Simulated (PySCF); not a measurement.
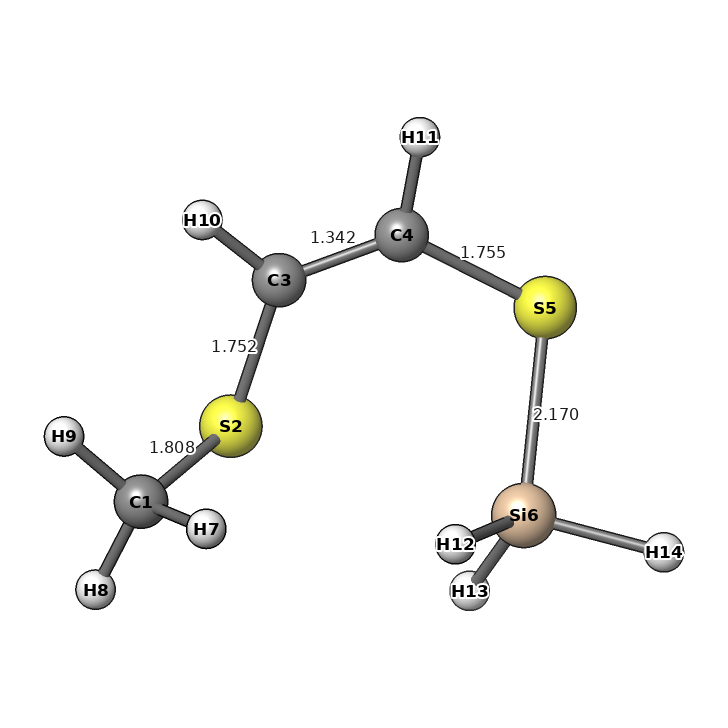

Bond lengths are marked in Å; every bond is drawn as one stick. The computed structure is the end point of a PBE0-D3(BJ)/def2-SVP optimisation. No frequency run is at hand to confirm it as a minimum.

### Assign a bond order to each marked bond.

C1–S2 single; S2–C3 single; C3–C4 double; C4–S5 single; S5–Si6 single.

### Give the structure as SMILES.

CS/C=C\S[SiH3]
